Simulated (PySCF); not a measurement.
## Electronic structure of C4H4N2 in real space

```yaml
atoms:
  - { symbol: N, position_ang: [-2.3812, 1.4173, 0.0052] }
  - { symbol: C, position_ang: [-1.6598, 0.5416, 0.1421] }
  - { symbol: C, position_ang: [-0.7193, -0.5406, 0.2992] }
  - { symbol: C, position_ang: [0.5316, -0.2683, -0.5198] }
  - { symbol: C, position_ang: [1.6244, 0.5223, 0.0185] }
  - { symbol: N, position_ang: [1.8525, -0.7093, 0.0275] }
  - { symbol: H, position_ang: [-0.4629, -0.6339, 1.3588] }
  - { symbol: H, position_ang: [-1.1909, -1.4719, -0.0275] }
  - { symbol: H, position_ang: [0.4019, -0.3316, -1.5952] }
  - { symbol: H, position_ang: [2.0127, 1.4792, 0.2686] }
```

Geometry: GFN2-xTB.

All numbers below come from PBE0/def2-SVPD, SCF density, gas phase (PySCF 2.14.0).

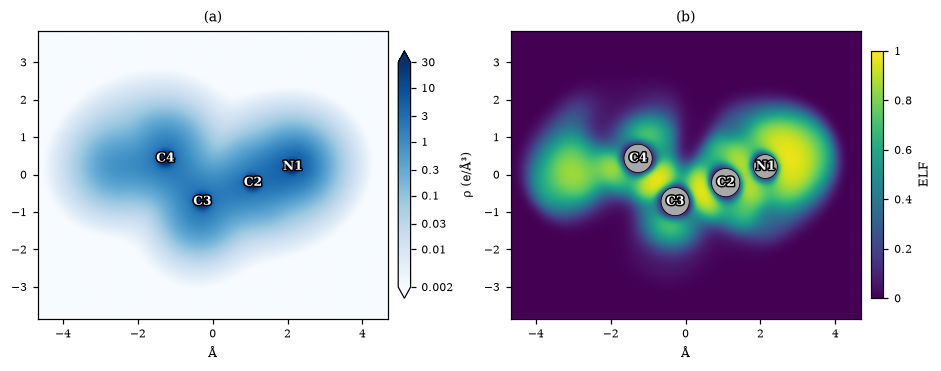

Figure 1. (a) total electron density; (b) ELF on the plane of atoms C2, C3 and C4. Grey discs cover the atomic cores in the ELF map.

**Read the bonding off the picture.**

- The section cuts through N and C sites.
- C–N (1.14 Å): the density is about 3.6 e/Å³ at the midpoint; the ELF peaks at about 0.85 between the atoms (a multiple bond).
- C–C (1.44 Å): ρ is about 1.8 e/Å³ halfway; the ELF peaks at about 0.95 between the atoms; a covalent bond.
- C–C (1.52 Å): ρ at the midpoint is about 1.7 e/Å³; the ELF peaks at about 0.95 between the atoms; localised, covalent bonding.
- The ELF also peaks beside N6 and N1, away from the bonds: lone-pair regions.

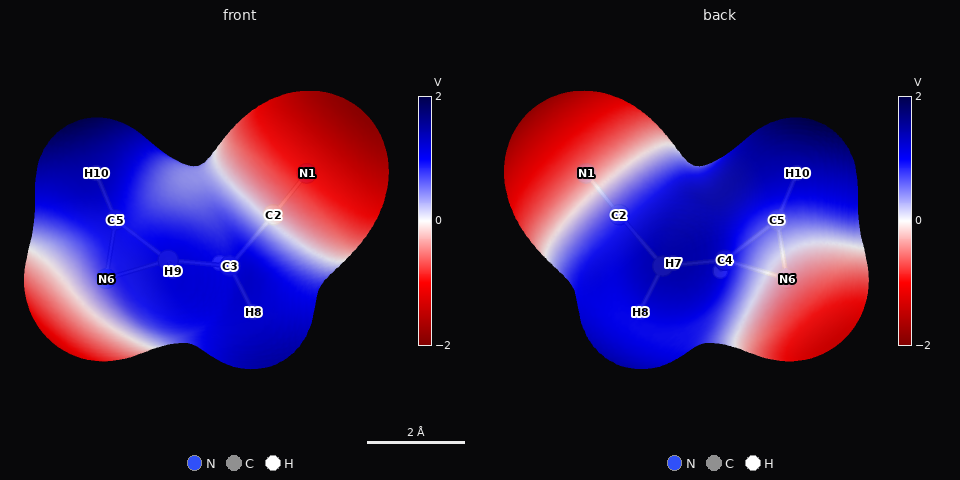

Figure 2. The electrostatic potential painted on the density surface at 0.002 e/bohr³, seen from the front and from behind; red is negative and blue positive.

**Which sites attract a positive test charge, and which a negative one?**

A positive charge is drawn to the negative regions and a negative charge to the positive ones. The most negative region (about −1.8 V) lies over N1, the most positive (about +2.0 V) over H10. N1 is the likeliest acceptor of a hydrogen bond.
